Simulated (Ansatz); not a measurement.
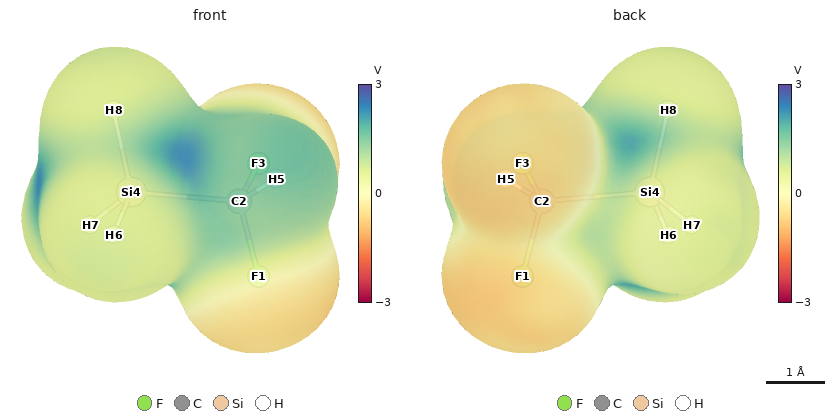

Figure 1: CH4F2Si (SMILES FC(F)[SiH3]). The electrostatic potential painted on the density surface at 0.004 e/bohr³, seen from the front and from behind; red is negative and blue positive.

Geometry: PBE0-D4/def2-TZVP.

Computed with RKS PBE0-D4/def2-TZVPP in Ansatz.

Input

```
crystal:
  periodic: [false, false, false]
  atoms:
    - {symbol: F, position_ang: [0.926306, -0.797962, 1.468108]}
    - {symbol: C, position_ang: [0.900209, -0.006806, 0.354828]}
    - {symbol: F, position_ang: [1.751442, -0.560651, -0.558773]}
    - {symbol: Si, position_ang: [-0.879799, 0.066828, -0.361182]}
    - {symbol: H, position_ang: [1.318265, 0.966595, 0.638986]}
    - {symbol: H, position_ang: [-1.765644, 0.662894, 0.668920]}
    - {symbol: H, position_ang: [-1.305227, -1.312363, -0.695308]}
    - {symbol: H, position_ang: [-0.853551, 0.924366, -1.571578]}
basis:
  gaussian: {orbitals: def2-TZVPP}
hamiltonian: {xc: pbe0, dispersion: d4}
output: {orbitals: {seedname: orbitals}}
```

Run with:

```sh
ansatz run in.yaml --threads 2 --pin off --events-out ev --progress --plain --max-ram 4352MiB
```

**Which sites attract a positive test charge, and which a negative one?**

A positive charge is drawn to the negative regions and a negative charge to the positive ones. The most negative region (about −0.8 V, or −18 kcal/mol for a unit charge) lies over F1 and F3, the most positive (about +2.3 V, or +53 kcal/mol for a unit charge) over Si4.
